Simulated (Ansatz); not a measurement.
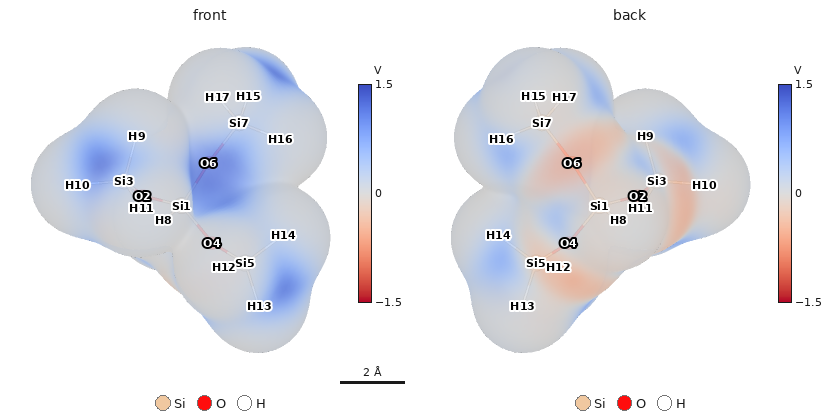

Figure 1: H₁₀O₃Si₄. The electrostatic potential painted on the density surface at 0.001 e/bohr³, seen from the front and from behind; the colour scale runs from red (negative) to blue (positive).

Theory: DFT PBE, Gaussian basis def2-TZVP (Ansatz).

```xyz
17

Si   -0.0182   -0.0936    0.3759
O    -1.1080    0.7424    1.2632
Si   -1.9847    1.0116    2.6363
O    -0.5259   -1.6295    0.1374
Si   -0.9739   -3.1266    0.6710
O     1.4481   -0.0771    1.0995
Si    2.4726   -0.4228    2.3475
H     0.1077    0.5620   -0.9404
H    -1.0690    1.2778    3.7881
H    -2.8573    2.1993    2.4042
H    -2.8314   -0.1806    2.9496
H    -2.1870   -3.0220    1.5390
H    -1.2803   -3.9712   -0.5201
H     0.1373   -3.7481    1.4555
H     3.8206    0.1167    2.0043
H     2.5589   -1.9021    2.5480
H     1.9821    0.2144    3.6084
```

**Which sites attract a positive test charge, and which a negative one?**

A positive charge is drawn to the negative regions and a negative charge to the positive ones. The most negative region (about −0.4 V, or −9 kcal/mol for a unit charge) lies over O2, O4 and O6, the most positive (about +1.0 V, or +23 kcal/mol for a unit charge) over Si1, Si3, Si5 and Si7.
